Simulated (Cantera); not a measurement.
Charge: 1 mol FeS2, 0.26 mol SO2, 5.2 mol CO2, equilibrated at 11.0 mbar.

Cantera equilibrium calculation (NASA polynomials, part measured and part estimated; ideal gas, pure solids and liquids). Candidate condensed phases: C, Fe, Fe(CO)5, FeO, FeS, FeSO4, FeS2, Fe2O3, Fe2(SO4)3, Fe3O4, S; 25 gas species. Metal and sulfide melt together well below either melting point, which pure phases cannot show. Mutual solubility and eutectic melting of coexisting phases are not modelled. The tables' stoichiometric FeO is somewhat more stable than real wüstite, so its field is too wide. FeO, FeS: taken at fixed stoichiometry. Gases not in the tables: S3 to S7. Equilibrium is a limit: real reactors are often held back by kinetics, nucleation or transport.

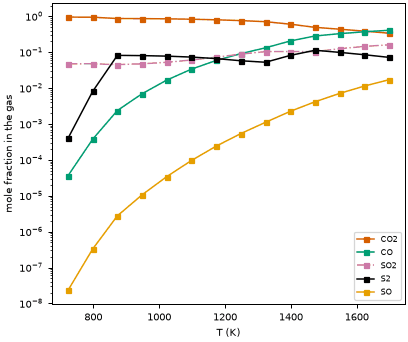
Fig. 1. Equilibrium gas composition (values under 1e-9 drawn at 1e-9)

Question: Read off the mole fractions at 798 K.

Answer: CO2 about 0.94, SO2 about 0.047, S2 about 0.0081, CO about 0.00038, SO about 3.3e-7.
